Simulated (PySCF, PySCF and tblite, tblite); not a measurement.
# C6H9NOSi: telling isomers apart by computed NMR, part 3 of 3

PySCF and tblite. Atoms count from 0. The steps go on from the part before.

## Step 10: Shieldings, isomer B, conformer 1: LC-wPBE/pcSseg-1 in tetrahydrofuran

The job: settings as JSON, then the geometry in Å.

```
{"job": {"xc": "LC-wPBE", "basis": "pcSseg-1", "solvent": "tetrahydrofuran", "kind": "nmr", "pop": false}, "charge": 0, "multiplicity": 1}
N      3.665331    -0.319141     1.354655
C      2.744701    -0.440819     0.688202
C      1.558306    -0.548785    -0.117577
C      0.694194     0.722043    -0.076297
C     -0.742766     0.213116    -0.218056
Si    -2.067259     1.475592     0.324945
C     -0.730701    -1.074494     0.603896
C      0.637548    -1.673581     0.390202
O      0.962437    -2.813363     0.553426
H      1.855770    -0.807170    -1.140637
H      0.965844     1.427206    -0.860579
H      0.828629     1.218637     0.887637
H     -0.903695    -0.059589    -1.267085
H     -3.383842     0.872707     0.126508
H     -1.914987     2.679067    -0.490814
H     -1.842567     1.776275     1.739176
H     -0.820055    -0.859116     1.673321
H     -1.515650    -1.782267     0.340676
```

The program printed:

```text
coarse grid: 15872 points
cycle   1  E = -652.8377129338  dE =  1.797e+00  |g| = 9.884e-01  |ddm| = 3.914e+00
cycle   2  E = -652.6832549360  dE =  1.545e-01  |g| = 1.442e+00  |ddm| = 1.753e+00
cycle   3  E = -653.0524462146  dE = -3.692e-01  |g| = 5.441e-02  |ddm| = 1.000e+00
cycle   4  E = -653.0536623495  dE = -1.216e-03  |g| = 2.645e-02  |ddm| = 1.142e-01
cycle   5  E = -653.0538534575  dE = -1.911e-04  |g| = 8.067e-03  |ddm| = 4.200e-02
cycle   6  E = -653.0538783176  dE = -2.486e-05  |g| = 2.665e-03  |ddm| = 1.551e-02
cycle   7  E = -653.0538813397  dE = -3.022e-06  |g| = 1.196e-03  |ddm| = 6.674e-03
final grid: 149728 points
cycle   8  E = -653.1334418930  dE = -5.811e-05  |g| = 5.609e-03  |ddm| = 3.782e-02
cycle   9  E = -653.1334423488  dE = -4.558e-07  |g| = 5.216e-03  |ddm| = 7.343e-03
cycle  10  E = -653.1334475198  dE = -5.171e-06  |g| = 1.104e-03  |ddm| = 3.894e-03
cycle  11  E = -653.1334477289  dE = -2.092e-07  |g| = 2.756e-04  |ddm| = 7.641e-04
cycle  12  E = -653.1334477467  dE = -1.780e-08  |g| = 1.030e-04  |ddm| = 4.480e-04
cycle  13  E = -653.1334477495  dE = -2.733e-09  |g| = 3.855e-05  |ddm| = 1.374e-04
cycle  14  E = -653.1334477499  dE = -4.256e-10  |g| = 1.568e-05  |ddm| = 6.376e-05
converged SCF energy = -653.1334477499

GIAO shielding tensors (ppm)
atom      isotropic    diamagn.    paramagn.     s11        s22        s33       span
  0 N      -12.583     341.495    -354.078   -174.513   -164.497    301.261    475.774
  1 C       59.224     259.864    -200.640    -64.843    -51.487    294.001    358.844
  2 C      153.160     252.475     -99.315    135.736    151.085    172.660     36.924
  3 C      155.938     247.418     -91.481    130.381    158.437    178.994     48.613
  4 C      174.446     253.741     -79.295    158.680    177.823    186.836     28.156
  5 Si     416.278     879.291    -463.013    377.251    406.168    465.417     88.166
  6 C      145.695     251.771    -106.077    126.184    139.543    171.357     45.173
  7 C      -34.202     250.463    -284.665   -114.818    -50.586     62.798    177.616
  8 O     -288.848     396.092    -684.941   -853.593   -379.458    366.505   1220.098
  9 H       28.608      28.341       0.267     24.464     27.180     34.179      9.714
 10 H       28.978      31.135      -2.158     23.843     28.047     35.043     11.201
 11 H       29.682      32.183      -2.501     24.201     30.677     34.169      9.968
 12 H       30.287      32.814      -2.527     26.476     27.356     37.028     10.552
 13 H       27.843      28.378      -0.535     24.064     25.735     33.729      9.664
 14 H       27.866      28.566      -0.701     24.184     25.946     33.467      9.284
 15 H       28.080      28.971      -0.891     24.708     26.624     32.908      8.199
 16 H       29.480      30.722      -1.242     25.434     28.520     34.487      9.052
 17 H       29.212      30.402      -1.190     24.375     28.095     35.167     10.792
```

It took 39 s on 1 thread of AMD EPYC 7B13, shared host; peak memory 1.2 GiB.

This run: HOMO -10.29 eV, LUMO 1.37 eV; dipole 6.69 D.

## Step 11: Shieldings, isomer B, conformer 2: LC-wPBE/pcSseg-1 in tetrahydrofuran

The job: settings as JSON, then the geometry in Å.

```
{"job": {"xc": "LC-wPBE", "basis": "pcSseg-1", "solvent": "tetrahydrofuran", "kind": "nmr", "pop": false}, "charge": 0, "multiplicity": 1}
N     -0.881769    -1.824499     2.358643
C     -1.133419    -1.221602     1.420668
C     -1.437721    -0.487151     0.219827
C     -0.485607    -0.844651    -0.929109
C      0.631398     0.203869    -0.857100
Si     2.025801    -0.235819     0.384613
C     -0.108926     1.473910    -0.439199
C     -1.228369     1.017929     0.458808
O     -1.873685     1.689645     1.210852
H     -2.491638    -0.671907    -0.015476
H     -1.024938    -0.762767    -1.876630
H     -0.108187    -1.863770    -0.842465
H      1.072508     0.330262    -1.849323
H      2.475240    -1.593107     0.081554
H      1.528194    -0.119242     1.750149
H      3.098554     0.733388     0.153062
H      0.512860     2.217713     0.058627
H     -0.579056     1.964116    -1.299158
```

The program printed:

```text
coarse grid: 15872 points
cycle   1  E = -652.8297484707  dE =  1.821e+00  |g| = 9.960e-01  |ddm| = 3.874e+00
cycle   2  E = -652.6626641631  dE =  1.671e-01  |g| = 1.471e+00  |ddm| = 1.761e+00
cycle   3  E = -653.0470701141  dE = -3.844e-01  |g| = 5.599e-02  |ddm| = 1.021e+00
cycle   4  E = -653.0482690601  dE = -1.199e-03  |g| = 2.909e-02  |ddm| = 1.133e-01
cycle   5  E = -653.0484955948  dE = -2.265e-04  |g| = 8.876e-03  |ddm| = 4.250e-02
cycle   6  E = -653.0485241185  dE = -2.852e-05  |g| = 2.965e-03  |ddm| = 1.638e-02
cycle   7  E = -653.0485273596  dE = -3.241e-06  |g| = 1.681e-03  |ddm| = 6.208e-03
final grid: 149728 points
cycle   8  E = -653.1284629347  dE = -5.711e-05  |g| = 7.410e-03  |ddm| = 3.766e-02
cycle   9  E = -653.1284615230  dE =  1.412e-06  |g| = 8.074e-03  |ddm| = 9.997e-03
cycle  10  E = -653.1284724781  dE = -1.096e-05  |g| = 9.840e-04  |ddm| = 5.314e-03
cycle  11  E = -653.1284726324  dE = -1.543e-07  |g| = 2.579e-04  |ddm| = 7.776e-04
cycle  12  E = -653.1284726538  dE = -2.138e-08  |g| = 9.877e-05  |ddm| = 4.690e-04
cycle  13  E = -653.1284726565  dE = -2.681e-09  |g| = 4.060e-05  |ddm| = 1.363e-04
cycle  14  E = -653.1284726569  dE = -4.350e-10  |g| = 1.701e-05  |ddm| = 6.995e-05
converged SCF energy = -653.1284726569

GIAO shielding tensors (ppm)
atom      isotropic    diamagn.    paramagn.     s11        s22        s33       span
  0 N      -17.347     341.149    -358.496   -179.002   -165.598    292.558    471.560
  1 C       58.037     261.886    -203.849    -66.321    -51.779    292.211    358.532
  2 C      154.173     255.339    -101.167    140.234    151.213    171.071     30.838
  3 C      157.216     246.692     -89.476    136.336    163.938    171.373     35.037
  4 C      174.803     252.057     -77.254    152.515    180.675    191.217     38.702
  5 Si     414.635     880.091    -465.456    379.172    401.616    463.117     83.945
  6 C      146.400     251.786    -105.385    126.138    141.951    171.113     44.975
  7 C      -34.454     249.898    -284.352   -117.079    -51.308     65.026    182.105
  8 O     -303.562     397.894    -701.456   -883.915   -392.631    365.859   1249.775
  9 H       28.462      28.521      -0.059     24.028     26.876     34.481     10.453
 10 H       28.917      30.654      -1.737     23.391     27.189     36.169     12.778
 11 H       29.318      31.175      -1.857     25.877     27.269     34.808      8.931
 12 H       29.709      31.606      -1.897     25.517     26.446     37.165     11.648
 13 H       27.864      29.784      -1.920     24.487     25.786     33.318      8.831
 14 H       27.719      30.574      -2.856     23.798     27.809     31.548      7.750
 15 H       27.924      29.421      -1.496     24.319     25.593     33.861      9.542
 16 H       29.308      30.696      -1.388     24.834     28.524     34.565      9.731
 17 H       28.957      29.587      -0.631     24.315     26.672     35.883     11.568
```

It took 48 s on 1 thread of AMD EPYC 7B13, shared host; peak memory 1.1 GiB.

In short: HOMO -10.47 eV, LUMO 1.22 eV; dipole 6.67 D.

## Step 12: The ensemble, isomer B: properties at LC-wPBE/pcSseg-1 in tetrahydrofuran

The job: settings as JSON, then the geometry in Å.

```
{"job": {"study": "conf", "smiles": "N#C[C@@H]1C[C@H]([SiH3])CC1=O", "search": {"seed": 6785, "n_embed": 60, "ff_keep": 14, "window": 2.5, "nmax": 6, "temps": [250, 298.15, 350], "t_ref": 298.15, "order": 0.002}, "level": {"nmr": {"xc": "LC-wPBE", "basis": "pcSseg-1", "solvent": "tetrahydrofuran"}, "change": "LC-wPBE/pcSseg-1; solvent tetrahydrofuran"}, "kind": "conf"}, "charge": 0, "multiplicity": 1}
N      3.665331    -0.319141     1.354655
C      2.744701    -0.440819     0.688202
C      1.558306    -0.548785    -0.117577
C      0.694194     0.722043    -0.076297
C     -0.742766     0.213116    -0.218056
Si    -2.067259     1.475592     0.324945
C     -0.730701    -1.074494     0.603896
C      0.637548    -1.673581     0.390202
O      0.962437    -2.813363     0.553426
H      1.855770    -0.807170    -1.140637
H      0.965844     1.427206    -0.860579
H      0.828629     1.218637     0.887637
H     -0.903695    -0.059589    -1.267085
H     -3.383842     0.872707     0.126508
H     -1.914987     2.679067    -0.490814
H     -1.842567     1.776275     1.739176
H     -0.820055    -0.859116     1.673321
H     -1.515650    -1.782267     0.340676
```

The program printed:

```text
conformer  sym    E(xTB)   E(DFT)   G(298.15 K)  weight  dipole/D
    1     C1      0.000    0.000    0.000   0.9856    6.695
    2     C1      0.128    2.111    2.505   0.0144    6.667

mean shielding (ppm) by class
class atoms           250 K   298.15 K      350 K
  0 N  0            -12.617    -12.652    -12.699
  1 C  1             59.215     59.207     59.195
  2 C  2            153.168    153.175    153.185
  3 C  3            155.947    155.956    155.969
  4 C  4            174.449    174.451    174.455
  5 Si 5            416.267    416.255    416.238
  6 C  6              145.7    145.705    145.712
  7 C  7            -34.204    -34.206    -34.208
  8 O  8           -288.954    -289.06   -289.207
  9 H  9             28.607     28.606     28.604
 10 H  10            28.977     28.977     28.976
 11 H  11             29.68     29.677     29.673
 12 H  12            30.283     30.279     30.273
 13 H  13,14,15      27.929     27.928     27.927
 14 H  16            29.479     29.478     29.476
 15 H  17            29.211     29.209     29.206
```

Run time: 88 s. Hardware: 1 thread of AMD EPYC 7B13, shared host. This counts the runs that the step sums up.

Against the first level, at 298 K (shieldings, ppm; largest changes first):

```tsv
atoms	PBE0/pcSseg-1	LC-wPBE/pcSseg-1 in tetrahydrofuran	change
O8	-332.9	-289.1	+43.9
N0	-33.8	-12.7	+21.1
C4	167.1	174.5	+7.3
C3	148.9	156.0	+7.0
C7	-27.2	-34.2	-7.0
C1	64.8	59.2	-5.6
Si5	411.9	416.3	+4.3
C2	149.0	153.2	+4.2
C6	141.6	145.7	+4.1
H9	28.87	28.61	-0.27
```

Weights: from PBE0/pcSseg-1 energies 1: 98 %, 2: 2 %; from LC-wPBE/pcSseg-1 in tetrahydrofuran energies 1: 99 %, 2: 1 % (with a dispersion term where the level has one and the same thermal terms, so they don't follow from the SCF energies alone). Times: 82 s and 88 s.

## Step 13: The test of assignment

The job: settings as JSON, then the geometry in Å.

```
{"job": {"study": "set", "relation": "diastereomers", "members": [{"smiles": "[N:1]#[C:2][C@H:3]1[CH2:4][C@H:5]([SiH3:6])[CH2:7][C:8]1=[O:9]"}, {"smiles": "[N:1]#[C:2][C@@H:3]1[CH2:4][C@H:5]([SiH3:6])[CH2:7][C:8]1=[O:9]"}], "charge": 0, "search": {"seed": 6785, "n_embed": 60, "ff_keep": 14, "window": 2.5, "nmax": 6, "temps": [250, 298.15, 350], "t_ref": 298.15, "order": 0.002}, "level": {"nmr": {"xc": "PBE0", "basis": "pcSseg-1"}}, "dp4": {"C": [2.5, 10], "H": [0.12, 10]}, "second_levels": [{"nmr": {"xc": "LC-wPBE", "basis": "pcSseg-1", "solvent": "tetrahydrofuran"}, "wide": true, "change": "LC-wPBE/pcSseg-1; solvent tetrahydrofuran"}], "kind": "set"}, "charge": 0, "multiplicity": 1}
N      3.207447    -0.293136     1.411207
C      2.498522    -0.378126     0.518612
C      1.566858    -0.489414    -0.575528
C      0.240278    -1.095401    -0.095757
C     -0.516805     0.101128     0.486891
Si    -2.383512    -0.197282     0.738966
C     -0.190868     1.227546    -0.494071
C      1.192634     0.933712    -1.021706
O      1.884522     1.653145    -1.682019
H      2.050928    -1.037662    -1.388591
H      0.390300    -1.886624     0.638121
H     -0.294015    -1.513511    -0.951472
H     -0.053710     0.347847     1.448713
H     -2.557444    -1.308163     1.671911
H     -2.959117    -0.531854    -0.566146
H     -2.980717     1.031326     1.257614
H     -0.867998     1.219090    -1.353792
H     -0.236062     2.223697    -0.054608
```

The program printed:

```text
isomer  G rel   conformers  SMILES
A     0.000      2   N#C[C@H]1C[C@H]([SiH3])CC1=O
B     0.138      2   N#C[C@@H]1C[C@H]([SiH3])CC1=O

signals of isomer B at the second level: probabilities [0.0, 1.0]
```

Wall time 4.5 min (1 thread of AMD EPYC 7B13, shared host); peak memory 1.2 GiB. This counts the whole study up to here.

The 2 candidates (diastereomers), with energies and dipoles from their ensembles above, at 298 K; shieldings at PBE0/pcSseg-1:

```tsv
isomer	SMILES	conformers	ΔE	ΔG	μ rms (D)
A	N#C[C@H]1C[C@H]([SiH3])CC1=O	2	0.00	0.00	4.79
B	N#C[C@@H]1C[C@H]([SiH3])CC1=O	2	0.19	0.14	5.49
```

Energies in kcal/mol.

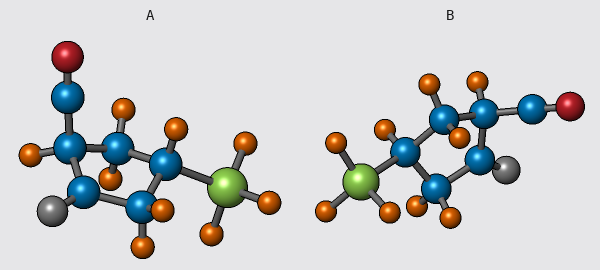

The leading conformer of each candidate.

The signals of isomer B, computed at a second level (LC-wPBE/pcSseg-1 in tetrahydrofuran), stand in for a spectrum. The test takes 6 C values, 6 H values (hydrogens on carbon alone). Each candidate's shieldings are matched to them by assigned atoms (like hydrogens of one group may swap) by a straight-line fit, or by a shift alone where signals are few or close (slope 1; a small slope inflates the errors), and the errors are weighed by Student-t tails (C: width 2.5 ppm, H: width 0.12 ppm).

```tsv
candidate	C slope	C mean error	C largest	H slope	H mean error	H largest	P(C)	P(H)	P(all)
A	0.93	1.9	4.1	0.63	0.32	0.46	34.6	0.0	0.0
B	0.93	1.7	3.9	0.96	0.07	0.12	65.4	100.0	100.0
```

Errors in ppm, probabilities in per cent.

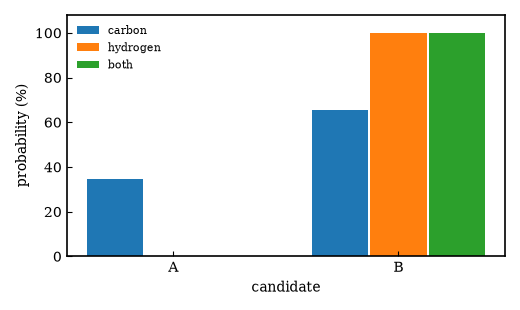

Probabilities for the signals of isomer B.

## Step 14: Results

This closing draws on all 3 parts.

```
                                          quantity                                                value
                              conformers, isomer A  2; the first in weight is no. 1 (C1), 93 % at 298 K
                 root-mean-square dipole, isomer A                                               4.79 D
     averaged ¹³C shifts, isomer A (PBE0/pcSseg-1)             214.1, 121.8, 43.9, 39.6, 37.6, 19.3 ppm
      averaged ¹H shifts, isomer A (PBE0/pcSseg-1)         3.91, 2.98, 2.63, 2.46, 1.99, 1.97, 1.92 ppm
    averaged ²⁹Si shifts, isomer A (PBE0/pcSseg-1)                                            -63.9 ppm
                              conformers, isomer B  2; the first in weight is no. 1 (C1), 98 % at 298 K
                 root-mean-square dipole, isomer B                                               5.49 D
     averaged ¹³C shifts, isomer B (PBE0/pcSseg-1)             214.2, 122.1, 45.3, 38.0, 37.9, 19.8 ppm
      averaged ¹H shifts, isomer B (PBE0/pcSseg-1)         3.94, 2.84, 2.68, 2.45, 2.13, 1.99, 1.28 ppm
    averaged ²⁹Si shifts, isomer B (PBE0/pcSseg-1)                                            -62.8 ppm
                             lowest in free energy             A, B, within 0.5 kcal/mol of one another
signals of B (LC-wPBE/pcSseg-1 in tetrahydrofuran)                                    best fit B, 100 %
```

**Reading.** Conformer 1 leads for isomer A with 93 % at 298 K, and its share goes from 96 % at 250 K to 91 % at 350 K. Among conformers of isomer A over 5 %, H11 differs by 0.65 ppm, while the average moves by 0.03 ppm from 250 to 350 K. At 298 K conformer 1 holds 98 % of the ensemble for isomer B (99 % at 250 K, 97 % at 350 K). Going from PBE0/pcSseg-1 to LC-wPBE/pcSseg-1 in tetrahydrofuran moves O8 of isomer B most, by 43.9 ppm of raw shielding; the energies behind both averages, dispersion terms included where typed, rank the same conformer first. The test names the right isomer, B, with 100 %. The stand-in spectrum is computed, so it shares geometries and errors with the candidates; a measured one would test harder.
